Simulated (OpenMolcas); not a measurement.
**Single-point calculation of GeH5 (charge −1) (part 2 of 2)**

Continued. System: GeH5, charge −1. Method: BHLYP/def2-TZVPP, RKS (OpenMolcas 26.06). A bond length was changed on purpose from its optimised value.

Geometry of the input (Å):
```
Ge 0.8962  1.5791  0.0339
H  0.8726  1.5744  1.7960
H  0.9181  1.5896  -1.7476
H  2.4110  1.5911  0.0429
H  0.1290  2.8842  0.0273
H  -0.7465  -1.3178  -0.0161
```

## Output, continued
```
 *****************************************************************************************************************************
 *                                             SCF/KS-DFT Program, Final results                                             *
 *                                                       Final Results                                                       *
 *****************************************************************************************************************************

::    Total KS-DFT energy                           -2079.8056220468
      One-electron energy                           -3041.7057668635
      Two-electron energy                             913.5521637901
      Nuclear repulsion energy                         48.3479810266
      Kinetic energy (interpolated)                  2076.9637464973
      Virial theorem                                    1.0013682837
      Total spin, S(S+1)                                0.0000000000
      Total spin, S                                     0.0000000000
      Max non-diagonal density matrix element           0.0000002571
      Max non-diagonal Fock matrix element              0.0000000121

      All orbitals with orbital energies smaller than  E(LUMO)+0.5 are printed

++    Molecular orbitals:
      -------------------

      Title: RKS-DFT orbitals

      Molecular orbitals for symmetry species 1: a

      Basis set list:
        1 GE1    1s                 25 GE1    3d2-               49 H2     1s                 73 H3     3d1-               97 H5     2py
        2 GE1    1s                 26 GE1    3d1-               50 H2     1s                 74 H3     3d0                98 H5     2pz
        3 GE1    1s                 27 GE1    3d1-               51 H2     1s                 75 H3     3d1+               99 H5     2pz
        4 GE1    1s                 28 GE1    3d1-               52 H2     2px                76 H3     3d2+              100 H5     3d2-
        5 GE1    1s                 29 GE1    3d1-               53 H2     2px                77 H4     1s                101 H5     3d1-
        6 GE1    1s                 30 GE1    3d0                54 H2     2py                78 H4     1s                102 H5     3d0
        7 GE1    2px                31 GE1    3d0                55 H2     2py                79 H4     1s                103 H5     3d1+
        8 GE1    2px                32 GE1    3d0                56 H2     2pz                80 H4     2px               104 H5     3d2+
        9 GE1    2px                33 GE1    3d0                57 H2     2pz                81 H4     2px               105 H6     1s
       10 GE1    2px                34 GE1    3d1+               58 H2     3d2-               82 H4     2py               106 H6     1s
       11 GE1    2px                35 GE1    3d1+               59 H2     3d1-               83 H4     2py               107 H6     1s
       12 GE1    2py                36 GE1    3d1+               60 H2     3d0                84 H4     2pz               108 H6     2px
       13 GE1    2py                37 GE1    3d1+               61 H2     3d1+               85 H4     2pz               109 H6     2px
       14 GE1    2py                38 GE1    3d2+               62 H2     3d2+               86 H4     3d2-              110 H6     2py
       15 GE1    2py                39 GE1    3d2+               63 H3     1s                 87 H4     3d1-              111 H6     2py
       16 GE1    2py                40 GE1    3d2+               64 H3     1s                 88 H4     3d0               112 H6     2pz
       17 GE1    2pz                41 GE1    3d2+               65 H3     1s                 89 H4     3d1+              113 H6     2pz
       18 GE1    2pz                42 GE1    4f3-               66 H3     2px                90 H4     3d2+              114 H6     3d2-
       19 GE1    2pz                43 GE1    4f2-               67 H3     2px                91 H5     1s                115 H6     3d1-
       20 GE1    2pz                44 GE1    4f1-               68 H3     2py                92 H5     1s                116 H6     3d0
       21 GE1    2pz                45 GE1    4f0                69 H3     2py                93 H5     1s                117 H6     3d1+
       22 GE1    3d2-               46 GE1    4f1+               70 H3     2pz                94 H5     2px               118 H6     3d2+
       23 GE1    3d2-               47 GE1    4f2+               71 H3     2pz                95 H5     2px
       24 GE1    3d2-               48 GE1    4f3+               72 H3     3d2-               96 H5     2py

  Index Energy  Occupation Coefficients ...

    1 -401.0659    2.0000          1 GE1    1s     ( 0.998),

    2  -50.5189    2.0000          2 GE1    1s     ( 1.039),

    3  -44.8764    2.0000          7 GE1    2px    ( 0.488),    12 GE1    2py    ( 0.859),

    4  -44.8747    2.0000          7 GE1    2px    ( 0.858),    12 GE1    2py    (-0.488),

    5  -44.8744    2.0000         17 GE1    2pz    ( 0.987),

    6   -6.4276    2.0000          2 GE1    1s     (-0.482),     3 GE1    1s     ( 0.615),     4 GE1    1s     ( 0.488),

    7   -4.5278    2.0000          8 GE1    2px    ( 0.403),    13 GE1    2py    ( 0.710),

    8   -4.5242    2.0000          8 GE1    2px    ( 0.711),    13 GE1    2py    (-0.404),

    9   -4.5223    2.0000         18 GE1    2pz    ( 0.818),

   10   -1.2176    2.0000         22 GE1    3d2-   ( 0.464),    38 GE1    3d2+   ( 0.772),

   11   -1.2162    2.0000         22 GE1    3d2-   (-0.662),    30 GE1    3d0    ( 0.468),    38 GE1    3d2+   ( 0.398),

   12   -1.2143    2.0000         22 GE1    3d2-   ( 0.399),    30 GE1    3d0    ( 0.770),

   13   -1.2137    2.0000         26 GE1    3d1-   ( 0.785),    34 GE1    3d1+   ( 0.446),

   14   -1.2100    2.0000         26 GE1    3d1-   (-0.446),    34 GE1    3d1+   ( 0.785),

   15   -0.4499    2.0000          5 GE1    1s     ( 0.547),

   16   -0.2456    2.0000         10 GE1    2px    (-0.294),    15 GE1    2py    ( 0.167),    78 H4     1s     (-0.222),    79 H4     1s     (-0.174),
                                  92 H5     1s     ( 0.221),    93 H5     1s     ( 0.174),

   17   -0.2189    2.0000         20 GE1    2pz    ( 0.316),    21 GE1    2pz    ( 0.172),    50 H2     1s     ( 0.220),    51 H2     1s     ( 0.188),
                                  64 H3     1s     (-0.213),    65 H3     1s     (-0.182),

   18   -0.1332    2.0000         10 GE1    2px    ( 0.135),    15 GE1    2py    ( 0.240),    16 GE1    2py    ( 0.169),    50 H2     1s     (-0.166),
                                  51 H2     1s     (-0.222),    64 H3     1s     (-0.174),    65 H3     1s     (-0.232),    78 H4     1s     ( 0.163),
                                  79 H4     1s     ( 0.199),    92 H5     1s     ( 0.163),    93 H5     1s     ( 0.200),

   19   -0.0306    2.0000        107 H6     1s     ( 0.574),

   20    0.1036    0.0000          6 GE1    1s     (-0.847),    51 H2     1s     ( 0.520),    65 H3     1s     ( 0.521),

   21    0.2243    0.0000          6 GE1    1s     (-2.572),    79 H4     1s     ( 1.460),    93 H5     1s     ( 1.457),

   22    0.2633    0.0000         11 GE1    2px    ( 2.095),    16 GE1    2py    (-1.189),    79 H4     1s     (-2.014),    93 H5     1s     ( 2.020),

   23    0.3000    0.0000         21 GE1    2pz    ( 2.151),    51 H2     1s     (-1.982),    65 H3     1s     ( 1.913),

   24    0.3676    0.0000          6 GE1    1s     (-0.643),    25 GE1    3d2-   ( 0.685),    33 GE1    3d0    (-0.408),    41 GE1    3d2+   (-0.417),
                                  51 H2     1s     ( 0.381),    65 H3     1s     ( 0.382),    78 H4     1s     (-0.398),    79 H4     1s     ( 0.599),
                                  92 H5     1s     (-0.391),    93 H5     1s     ( 0.571),

   25    0.3690    0.0000         29 GE1    3d1-   (-0.525),    37 GE1    3d1+   ( 0.921),

   26    0.3759    0.0000         79 H4     1s     (-1.840),    93 H5     1s     ( 1.834),

   27    0.3825    0.0000         29 GE1    3d1-   ( 0.907),    37 GE1    3d1+   ( 0.510),

   28    0.4014    0.0000         33 GE1    3d0    ( 1.405),    51 H2     1s     (-1.762),    65 H3     1s     (-1.754),    79 H4     1s     ( 1.531),
                                  93 H5     1s     ( 1.543),

   29    0.4672    0.0000         21 GE1    2pz    ( 1.431),    50 H2     1s     (-0.865),    64 H3     1s     ( 0.861),

   30    0.5362    0.0000          5 GE1    1s     (-0.764),     6 GE1    1s     ( 0.620),    11 GE1    2px    (-0.551),    15 GE1    2py    ( 0.510),
                                  16 GE1    2py    (-0.981),    25 GE1    3d2-   ( 0.643),    33 GE1    3d0    ( 0.525),    51 H2     1s     (-0.615),
                                  65 H3     1s     (-0.617),    78 H4     1s     ( 0.631),    92 H5     1s     ( 0.631),

   31    0.5638    0.0000         11 GE1    2px    ( 3.714),    16 GE1    2py    (-2.106),    79 H4     1s     (-2.971),    93 H5     1s     ( 2.976),

   32    0.5687    0.0000          6 GE1    1s     (-1.296),   106 H6     1s     ( 1.409),   107 H6     1s     (-1.562),

   33    0.5934    0.0000          6 GE1    1s     (-4.340),

--

++    Molecular charges:
      ------------------

      Mulliken charges per centre and basis function type
      ---------------------------------------------------

                GE1     H2      H3      H4      H5      H6
      1s       7.3144  1.2044  1.2115  1.1091  1.1088  1.6079
      2px      4.7391  0.0021  0.0020  0.0036  0.0023  0.0000
      2pz      4.7584  0.0087  0.0089  0.0043  0.0044 -0.0000
      2py      4.7121  0.0019  0.0018  0.0024  0.0037  0.0001
      3d2+     2.0322  0.0000  0.0000  0.0001  0.0001  0.0000
      3d1+     1.9992  0.0001  0.0001  0.0002  0.0001 -0.0000
      3d0      2.1159  0.0000  0.0000  0.0001  0.0001  0.0000
      3d1-     1.9995  0.0001  0.0001  0.0000  0.0002 -0.0000
      3d2-     2.0171  0.0000  0.0000  0.0001  0.0001  0.0000
      4f3+     0.0083  0.0000  0.0000  0.0000  0.0000  0.0000
      4f2+     0.0000  0.0000  0.0000  0.0000  0.0000  0.0000
      4f1+     0.0035  0.0000  0.0000  0.0000  0.0000  0.0000
      4f0      0.0087  0.0000  0.0000  0.0000  0.0000  0.0000
      4f1-     0.0021  0.0000  0.0000  0.0000  0.0000  0.0000
      4f2-     0.0000  0.0000  0.0000  0.0000  0.0000  0.0000
      4f3-     0.0000  0.0000  0.0000  0.0000  0.0000  0.0000
      Total   31.7104  1.2174  1.2245  1.1200  1.1197  1.6081

      N-E      0.2896 -0.2174 -0.2245 -0.1200 -0.1197 -0.6081

      Total electronic charge=   38.000000

      Total            charge=   -1.000000
--

++    Molecular properties:
      ---------------------

      Charge (e):
                      =   -1.0000
      Dipole Moment (debye):
      Origin of the operator (angstrom)=    0.8848    1.5590    0.0330
                   X=  4.0551E+00               Y=  7.1444E+00               Z=  1.9842E-01           Total=  8.2174E+00
      Center of Charge (angstrom)
                     X=    0.04054685               Y=    0.07153700               Z=   -0.00830845
      Quadrupole Moment (debye*angstrom):
      Origin of the operator (angstrom)=    0.8848    1.5590    0.0330
                  XX= -3.5014E+01              XY= -1.2704E+01              XZ= -1.6633E-01              YY= -5.0216E+01
                  YZ= -3.6133E-01              ZZ= -3.2044E+01
      In traceless form (debye*angstrom)
                  XX=  6.1155E+00              XY= -1.9055E+01              XZ= -2.4950E-01              YY= -1.6687E+01
                  YZ= -5.4200E-01              ZZ=  1.0571E+01
--

--- Stop Module: scf /rc=_RC_ALL_IS_WELL_ ---
--- Module scf spent 34 seconds ---

.##################.
.# Happy landing! #.
.##################.

    Timing: Wall=41.23 User=34.46 System=6.76
```

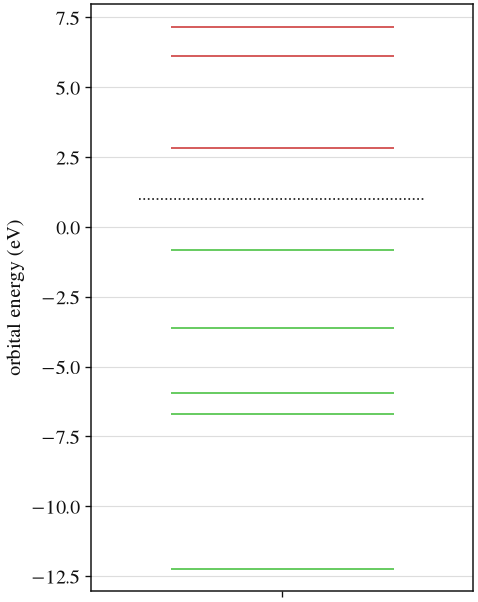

Orbital energies near the frontier; the dotted line parts filled from empty levels, and levels within 0.02 eV of each other stand side by side. Highest filled −0.83 eV, lowest empty 2.82 eV, 3.65 eV apart.

## Results in brief

| quantity | value |
| --- | --- |
| outcome | converged |
| total energy | −2079.805622 hartree |
| basis functions | 118 |
| HOMO | −0.83 eV |
| LUMO | 2.82 eV |
| hardware | 1 thread of Intel Xeon @ 3.00GHz (Skylake/Cascade Lake), 64 GiB of memory available, shared host |
| wall time | 42 s |
| peak memory | 0.74 GiB |
